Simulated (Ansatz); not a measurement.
Partial pair distribution functions of a relaxed model of amorphous Si₂₀B₄O₄₆, broadened by 0.06 Å; density 2.09 g/cm³. Method: PBE, scalar-relativistic without spin-orbit coupling (plane waves to 420 eV, PAW; Ansatz, a quantum-chemistry and plane-wave program).

It comes from a melt-quench run on a machine-learned potential (CHGNet), relaxed afterwards by DFT. O atoms were pushed apart under 1.9 Å during the dynamics, to hinder bonds among them. The hot cell started wider than the set density and was brought back towards it in steps. It is the lowest in DFT energy of 8 quenches. It is a model cell: composition and starting density were chosen by hand, and all elements were melted together. No dispersion term was used. Its density started from a set value of 2.16 and ended at 2.09 g/cm³. Cooling (nominally 110 K/ps over its main leg) ran many orders faster than in experiment, which tends to leave more defects and strain. One small periodic cell is one sample of the glass; other quenches scatter about these values. Volume and shape were free in the relaxation.

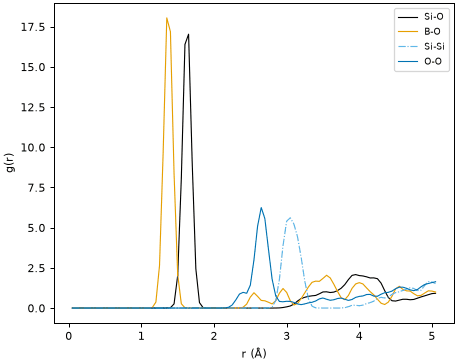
Figure. Partial pair distribution functions

Highest peaks under 4.5 Å: Si-O near 1.65 Å, B-O near 1.35 Å, Si-Si near 3.05 Å, O-O near 2.65 Å; pairs of few atoms are noisy.

Within 1.88 Å each Si has 4.00 O neighbours on average.
